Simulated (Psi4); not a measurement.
# AlNH3 (SMILES [NH2][AlH]), step by step

Aim: a geometry optimisation (UPBEh-3c/def2-mSVP), then the harmonic vibrations, then the energy (UCCSD(T)/def2-TZVP) of AlNH3. 

The results are computed with Psi4 1.11.

## (1) The molecule

AlNH3 has 5 atoms, charge 0, and is taken as a doublet. SMILES: `[NH2][AlH]`. All atoms were displaced at random from a relaxed shape. The run starts from this shape.

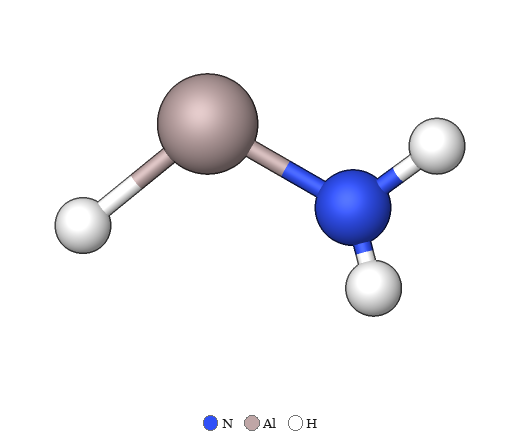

Viewed from a chosen angle; nitrogen blue, aluminium light grey, hydrogen white.

## (2) A geometry optimisation at UPBEh-3c/def2-mSVP (density fitting) (run 1)

File calc.py:

```python
import psi4

psi4.set_memory('1600 MB')
psi4.set_num_threads(1)
psi4.core.set_output_file('alh3n.out', False)

m = psi4.geometry("""
0 2
N     -0.206185    -0.670334     0.012621
Al     0.813920     0.760950     0.189478
H      0.115005    -1.539102     0.657918
H     -1.006149    -0.815652    -0.316767
H      0.175168     2.082563    -0.691398
units angstrom
""")

psi4.set_options(dict(reference='uks', geom_maxiter=60))

E = psi4.optimize("pbeh-3c")
print(f'total energy {E:.8f} hartree = {E * 27.211386:.5f} eV')
m.save_xyz_file('final.xyz', False)
```

Run with:

```bash
python calc.py
```

alh3n.out:

```text
[...]
  Running in c1 symmetry.
[...]
  Nuclear repulsion =   46.304676867889803
[...]
  Multiplicity = 2
[...]
  Nalpha       = 12
  Nbeta        = 11
[...]
    Number of basis functions: 39
[...]
   @DF-UKS iter   1:  -298.26772323940031   -3.79903e-01   1.76729e-02 DIIS/ADIIS
[...]
   @DF-UKS iter   7:  -298.51540013096366   -1.70530e-12   4.35347e-09 DIIS
[...]
   @S^2 Observed:                7.524830224E-01
[...]
    Orbital Energies [Eh]
    ---------------------
    Alpha Occupied:
       1A    -56.598286     2A    -14.603025     3A     -4.339832
       4A     -2.829352     5A     -2.828907     6A     -2.824274
       7A     -0.912673     8A     -0.532772     9A     -0.489809
      10A     -0.381552    11A     -0.304958    12A     -0.225279
    Alpha Virtual:
      13A     -0.012621    14A      0.059962    15A      0.119256
      16A      0.152239    17A      0.199132    18A      0.205449
      19A      0.357237    20A      0.363524    21A      0.431112
      22A      0.462082    23A      0.465591    24A      0.527794
      25A      0.615384    26A      0.734214    27A      0.864454
[...]
  @DF-UKS Final Energy:  -298.51540013096366
   => Energetics <=
    Nuclear Repulsion Energy =             46.2077839595962772
    One-Electron Energy =                -505.1324002968480613
    Two-Electron Energy =                 175.8917590334336296
    DFT Exchange-Correlation Energy =     -15.4859863651817200
    Empirical Dispersion Energy =           0.0034435380362351
    VV10 Nonlocal Energy =                  0.0000000000000000
    Total Energy =                       -298.5154001309636556
[...]
 Multipole Moments:
 ------------------------------------------------------------------------------------
     Multipole            Electronic (a.u.)      Nuclear  (a.u.)        Total (a.u.)
 ------------------------------------------------------------------------------------
 L = 1.  Multiply by 2.5417464519 to convert [e a0] to [Debye]
 Dipole X            :          2.0770593           -2.2332675           -0.1562082
 Dipole Y            :          1.0519683           -1.5577044           -0.5057360
 Dipole Z            :          0.8707025           -0.7785776            0.0921249
 Magnitude           :                                                    0.5372680
[...]
  -Total Gradient:
     Atom            X                  Y                   Z
    ------   -----------------  -----------------  -----------------
       1       -0.000017010782     0.000021272380     0.000013515622
       2        0.000047421183     0.000002229235    -0.000003507052
       3        0.000005656622     0.000005687714     0.000007925904
       4       -0.000023013974    -0.000025013483    -0.000030024654
       5       -0.000021355669     0.000000610692     0.000005264879
[...]
    Final optimized geometry and variables:
    Molecular point group: c1
    Full point group: C1
    Geometry (in Angstrom), charge = 0, multiplicity = 2:
    N           -0.576206829416    -0.960210256256     0.007844114080
    AL           0.374262897721     0.540538949340     0.025989270214
    H           -0.327829885365    -1.814634579571     0.478256824991
    H           -1.449767218939    -1.077961864774    -0.481989516558
    H           -0.236167047352     1.762760238654    -0.801042125161
[...]
```

On the terminal:

```text
Some dependencies such as QCElemental have not yet finished migration to pydantic v2. If issues are encountered please downgrade pydantic or upgrade QCElemental as appropriate
	Previous geometry is closer to target in internal coordinates, so using that one.

	Best geometry has RMS(Delta(q)) = 1.24e-03

	Previous geometry is closer to target in internal coordinates, so using that one.

	Best geometry has RMS(Delta(q)) = 8.83e-05

	Unable to completely converge to displaced geometry.
	RMS(dx):  2.691e-06 	Max(dx):  5.242e-06 	RMS(dq):  3.449e-06
	Previous geometry is closer to target in internal coordinates, so using that one.

	Best geometry has RMS(Delta(q)) = 3.42e-06

Optimizer: Optimization complete!
total energy -298.51540013 hartree = -8123.01778 eV
```

Wall time 21 s (1 thread of Intel Xeon 6975P-C (Granite Rapids), shared host); peak memory 0.36 GiB.

Steps, from the record of the run:

```csv
step,energy from the first frame kept (eV),largest force (eV/Å)
0,0.0000,12.0164
1,-0.8859,1.5101
2,-0.9323,0.3026
3,-0.9422,0.2883
4,-0.9466,0.0524
5,-0.9476,0.0275
6,-0.9477,0.0080
7,-0.9477,0.0024
```

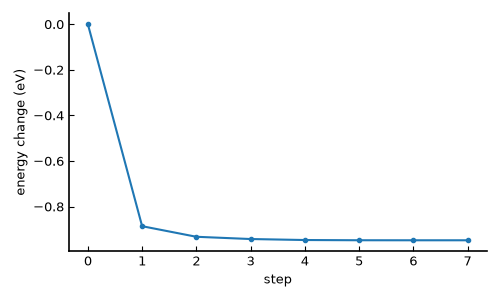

Energy along the run.

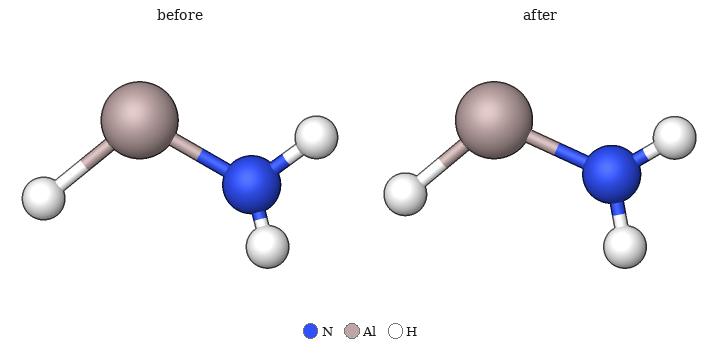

Before and after, at one scale.

After the run. Bond lengths: N1–Al2 1.777 Å, N1–H3 1.006 Å, N1–H4 1.008 Å, Al2–H5 1.597 Å. Angles: N1–Al2–H5 115.9°, Al2–N1–H3 125.5°, Al2–N1–H4 124.5°, H3–N1–H4 110.0°.

## (3) The harmonic vibrations at UPBEh-3c/def2-mSVP (density fitting) (run 2)

File alh3n.sdf:

```

     RDKit          3D

  5  4  0  0  0  0  0  0  0  0999 V2000
   -0.1592   -0.7132    0.1200 N   0  0  0  0  0  0  0  0  0  0  0  0
    0.7913    0.7876    0.1382 Al  0  0  0  0  0  2  0  0  0  0  0  0
    0.0892   -1.5676    0.5904 H   0  0  0  0  0  0  0  0  0  0  0  0
   -1.0328   -0.8309   -0.3698 H   0  0  0  0  0  0  0  0  0  0  0  0
    0.1808    2.0098   -0.6889 H   0  0  0  0  0  0  0  0  0  0  0  0
  2  1  1  0
  3  1  1  0
  4  1  1  0
  5  2  1  0
M  RAD  1   2   2
M  END
$$$$
```

File calc.py:

```python
import psi4
from rdkit import Chem

psi4.set_memory('1600 MB')
psi4.set_num_threads(1)
psi4.set_output_file('run.log', False)

rd = Chem.SDMolSupplier('alh3n.sdf', removeHs=False, sanitize=False)[0]
xyz = rd.GetConformer().GetPositions()
atoms = '\n'.join(f'{a.GetSymbol()} {x:.4f} {y:.4f} {z:.4f}' for a, (x, y, z) in zip(rd.GetAtoms(), xyz))
geom = psi4.geometry('0 2\n' + atoms + '')

options = {'reference': 'uks', 't': 600.0, 'rotational_symmetry_number': 1}
psi4.set_options(options)

result = psi4.frequencies('pbeh-3c')
print(f'total energy {result:.8f} hartree = {result * 27.211386:.5f} eV')
for k in ('ZPVE', 'ENTHALPY', 'GIBBS FREE ENERGY'):
    print(f'{k}: {psi4.variable(k):.8f} Eh')
for k, v in sorted(psi4.core.scalar_variables().items()):
    print(f'{k:45s} {v:18.10f}')
```

Run with:

```bash
python calc.py
```

run.log:

```text
[...]
  Running in c1 symmetry.
[...]
  Nuclear repulsion =   46.201581339458485
[...]
  Multiplicity = 2
[...]
  Nalpha       = 12
  Nbeta        = 11
[...]
    Number of basis functions: 39
[...]
   @DF-UKS iter   1:  -298.32194801524668   -4.08941e-01   1.69930e-02 ADIIS/DIIS
[...]
   @DF-UKS iter  13:  -298.51539921712674   -5.68434e-13   4.23311e-09 DIIS
[...]
   @S^2 Observed:                7.524881660E-01
[...]
    Orbital Energies [Eh]
    ---------------------
    Alpha Occupied:
       1A    -56.598373     2A    -14.602941     3A     -4.339895
       4A     -2.829417     5A     -2.828969     6A     -2.824337
       7A     -0.912834     8A     -0.532863     9A     -0.489871
      10A     -0.381463    11A     -0.304974    12A     -0.225341
    Alpha Virtual:
      13A     -0.012641    14A      0.059979    15A      0.119223
      16A      0.152146    17A      0.199270    18A      0.205585
      19A      0.357216    20A      0.363494    21A      0.431093
      22A      0.462091    23A      0.465569    24A      0.527764
      25A      0.615225    26A      0.734350    27A      0.864461
[...]
  @DF-UKS Final Energy:  -298.51539921712674
   => Energetics <=
    Nuclear Repulsion Energy =             46.2077282088897832
    One-Electron Energy =                -505.1311805068837657
    Two-Electron Energy =                 175.8907057048712090
    DFT Exchange-Correlation Energy =     -15.4860966342766364
    Empirical Dispersion Energy =           0.0034440102726752
    VV10 Nonlocal Energy =                  0.0000000000000000
    Total Energy =                       -298.5153992171267419
[...]
 Multipole Moments:
 ------------------------------------------------------------------------------------
     Multipole            Electronic (a.u.)      Nuclear  (a.u.)        Total (a.u.)
 ------------------------------------------------------------------------------------
 L = 1.  Multiply by 2.5417464519 to convert [e a0] to [Debye]
 Dipole X            :          2.0773358           -2.2333809           -0.1560451
 Dipole Y            :          1.0517947           -1.5577158           -0.5059211
 Dipole Z            :          0.8728552           -0.7786853            0.0941699
 Magnitude           :                                                    0.5377492
[...]
  -Total Gradient:
     Atom            X                  Y                   Z
    ------   -----------------  -----------------  -----------------
       1       -0.000686602754    -0.000037607922    -0.000404967873
       2        0.000165169129    -0.000153365647     0.000164893690
       3       -0.000047744058     0.000003727138    -0.000035362017
       4        0.000677804093     0.000012636104     0.000412086690
       5       -0.000116909830     0.000179394979    -0.000143509707
[...]
  ==> Harmonic Vibrational Analysis <==
[...]
  Freq [cm^-1]                 459.0297            498.9929            523.3399
[...]
  IR activ [km/mol]            244.8544            24.9292             20.6435
[...]
  Freq [cm^-1]                 766.5698            823.9787           1643.1084
[...]
  IR activ [km/mol]            144.8269            83.8868             45.2536
[...]
  Freq [cm^-1]                1891.8648           3656.3447           3758.6190
[...]
  IR activ [km/mol]            188.4753            24.5170             35.2003
[...]
  Total E_0, Enthalpy at 0 [K]                                                         -298.48345601 [Eh]
[...]
  Total H, Enthalpy at  600.00 [K]                                                     -298.47136598 [Eh]
[...]
  Total G, Gibbs energy at  600.00 [K]                                                 -298.54004702 [Eh]
[...]
```

Standard output:

```text
Warning: used thermodynamics relations inappropriate for low-frequency modes: ['459.0297' '498.9929' '523.3399']
total energy -298.51540013 hartree = -8123.01778 eV
ZPVE: 0.03194412 Eh
ENTHALPY: -298.47136598 Eh
GIBBS FREE ENERGY: -298.54004702 Eh
CURRENT ENERGY                                   -298.5154001250
CURRENT REFERENCE ENERGY                         -298.5154001250
DD SOLVATION ENERGY                                 0.0000000000
DFT FUNCTIONAL TOTAL ENERGY                      -298.5188435980
DFT TOTAL ENERGY                                 -298.5154001250
DFT VV10 ENERGY                                     0.0000000000
DFT XC ENERGY                                     -15.4859722115
DISPERSION CORRECTION ENERGY                       -0.0010992067
ENTHALPY                                         -298.4713659799
ENTHALPY CORRECTION                                 0.0440341452
FINDIF NUMBER                                      25.0000000000
GIBBS FREE ENERGY                                -298.5400470240
GIBBS FREE ENERGY CORRECTION                       -0.0246468990
GRID ELECTRONS ALPHA                               11.9999968874
GRID ELECTRONS BETA                                10.9999981219
GRID ELECTRONS TOTAL                               22.9999950094
NUCLEAR REPULSION ENERGY                           46.2066881006
ONE-ELECTRON ENERGY                              -505.1302045527
PBEH3C DISPERSION CORRECTION ENERGY                -0.0010992067
PCM POLARIZATION ENERGY                             0.0000000000
PE ENERGY                                           0.0000000000
SCF ITERATION ENERGY                             -298.5154001250
SCF ITERATIONS                                     13.0000000000
SCF TOTAL ENERGY                                 -298.5154001250
THERMAL ENERGY                                   -298.4732660662
THERMAL ENERGY CORRECTION                           0.0421340589
TWO-ELECTRON ENERGY                               175.8906450655
ZERO K ENTHALPY                                  -298.4834560055
ZPVE                                                0.0319441196
```

It took 73 s on 1 thread of Intel Xeon 6975P-C (Granite Rapids), shared host; peak memory 0.38 GiB.

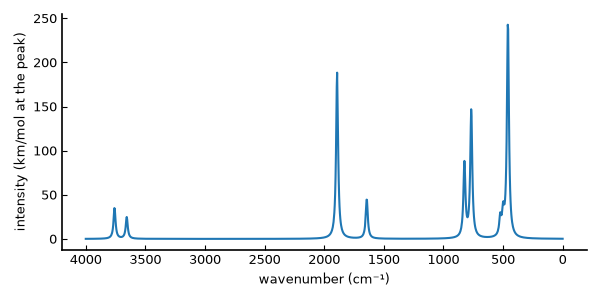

Harmonic infrared spectrum, unscaled, lines broadened by 10 cm⁻¹.

## (4) A single-point energy at UCCSD(T)/def2-TZVP (run 3)

File input.in:

```
memory 1600 mb

molecule {
  0 2
  N
  Al 1 r2
  H 1 r3 2 a3
  H 1 r4 3 a4 2 d4
  H 2 r5 1 a5 3 d5

  r2 = 1.776504
  r3 = 1.006489
  a3 = 125.47443
  r4 = 1.00842
  a4 = 109.97894
  d4 = 179.90671
  r5 = 1.597007
  a5 = 115.89553
  d5 = -179.95998
  units angstrom
  symmetry c1
}

set globals {
  reference       uhf
  scf_type        pk
  num_frozen_docc 6
}

energy('ccsd(t)/def2-TZVP')
```

Run with:

```bash
psi4 -i input.in -o input.out -n 1
```

input.out:

```text
[...]
  Running in c1 symmetry.
[...]
  Nuclear repulsion =   46.207800272848282
[...]
  Multiplicity = 2
[...]
  Nalpha       = 12
  Nbeta        = 11
[...]
    Number of basis functions: 86
[...]
   @UHF iter   1:  -298.01167570735646   -7.05769e-01   6.22471e-03 DIIS/ADIIS
[...]
   @UHF iter  14:  -298.14193563672376   -8.58336e-12   7.68395e-09 DIIS
[...]
   @S^2 Observed:                7.547463885E-01
[...]
    Orbital Energies [Eh]
    ---------------------
    Alpha Occupied:
       1A    -58.468614     2A    -15.524459     3A     -4.885016
       4A     -3.201226     5A     -3.197009     6A     -3.195145
       7A     -1.106488     8A     -0.638794     9A     -0.599778
      10A     -0.475149    11A     -0.397538    12A     -0.298708
    Alpha Virtual:
      13A      0.055671    14A      0.104061    15A      0.156588
      16A      0.191056    17A      0.207723    18A      0.246997
      19A      0.262093    20A      0.284192    21A      0.305935
      22A      0.321608    23A      0.323956    24A      0.364877
      25A      0.392434    26A      0.510673    27A      0.565736
[...]
  @UHF Final Energy:  -298.14193563672376
   => Energetics <=
    Nuclear Repulsion Energy =             46.2078002728482815
    One-Electron Energy =                -505.1130849462871879
    Two-Electron Energy =                 160.7633490367151694
    Total Energy =                       -298.1419356367237583
  UHF NO Occupations:
  HONO-2 :   10  A 1.9995228
  HONO-1 :   11  A 1.9982193
[...]
 Multipole Moments:
 ------------------------------------------------------------------------------------
     Multipole            Electronic (a.u.)      Nuclear  (a.u.)        Total (a.u.)
 ------------------------------------------------------------------------------------
 L = 1.  Multiply by 2.5417464519 to convert [e a0] to [Debye]
 Dipole X            :         -0.0008152           -0.0004826           -0.0012978
 Dipole Y            :          1.4744162           -1.2946823            0.1797339
 Dipole Z            :          2.1311654           -2.5187093           -0.3875440
 Magnitude           :                                                    0.4271958
[...]
      * MP2 total energy                      = -298.412903562329006
[...]
      * CCSD total energy                     = -298.432935700418113
[...]
      * CCSD(T) total energy                     = -298.443022675206919
[...]
```

Run time: 25 s. Hardware: 1 thread of Intel Xeon 6975P-C (Granite Rapids), shared host; peak memory 0.7 GiB.

## (5) Results

```
                                                                             quantity             value
                                   run 1, UPBEh-3c/def2-mSVP: total energy at the end     -298.51540 Eh
                                             run 1, UPBEh-3c/def2-mSVP: dipole moment            1.37 D
                        run 1, UPBEh-3c/def2-mSVP: HOMO energy (highest over α and β)          -6.13 eV
                         run 1, UPBEh-3c/def2-mSVP: LUMO energy (lowest over α and β)          -1.50 eV
                                                      run 1, UPBEh-3c/def2-mSVP: ⟨S²⟩             0.752
                                run 2, UPBEh-3c/def2-mSVP: lowest harmonic wavenumber          459 cm⁻¹
                               run 2, UPBEh-3c/def2-mSVP: highest harmonic wavenumber         3759 cm⁻¹
                                         run 2, UPBEh-3c/def2-mSVP: zero-point energy       83.9 kJ/mol
    run 2, UPBEh-3c/def2-mSVP: ideal-gas entropy at 600 K (symmetry number 1 as used)  71.8 cal/(mol K)
                                              run 3, UCCSD(T)/def2-TZVP: total energy     -298.44302 Eh
run 3, UCCSD(T)/def2-TZVP: HOMO energy (Hartree–Fock orbitals) (highest over α and β)          -8.13 eV
 run 3, UCCSD(T)/def2-TZVP: LUMO energy (Hartree–Fock orbitals) (lowest over α and β)           1.30 eV
               run 3, UCCSD(T)/def2-TZVP: correlation energy (6 core orbitals frozen)        -301.1 mEh
                                            run 3, UCCSD(T)/def2-TZVP: (T) correction        -10.09 mEh
                         run 3, UCCSD(T)/def2-TZVP: ⟨S²⟩ of the reference determinant             0.755
                                             run 3, UCCSD(T)/def2-TZVP: T1 diagnostic             0.021
```

In words: The optimisation (run 1, UPBEh-3c/def2-mSVP) took 8 steps and changed the energy by -0.948 eV. All 9 modes (run 2, UPBEh-3c/def2-mSVP) are real, so the shape is a minimum at this level. The triples (run 3, UCCSD(T)/def2-TZVP) make up 3.4 % of the correlation energy.
